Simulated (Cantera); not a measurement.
A closed system holds: 1 mol n-butane, 21 mol H2, 7.6 mol N2, held at 42.0 Pa.

Method: chemical equilibrium by Gibbs-energy minimisation in Cantera with the NASA 1993 tables (ideal gas, pure condensed phases). Candidate condensed phases: C, C6H6, C7H8, C8H18; 92 gas species. Kinetics and transport are ignored.

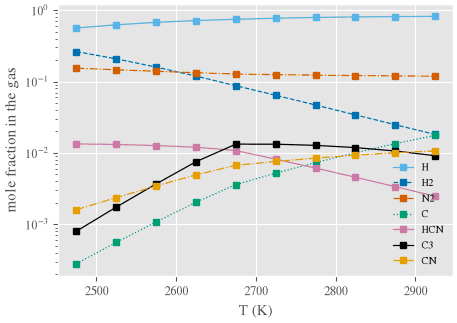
Equilibrium gas composition (values under 1e-9 drawn at 1e-9)

From 2475 K to 2625 K the condensed part is C(graphite). From 2675 K to 2925 K nothing is condensed. The main C-bearing gas is HCN at 2475 K and C3 at 2925 K.
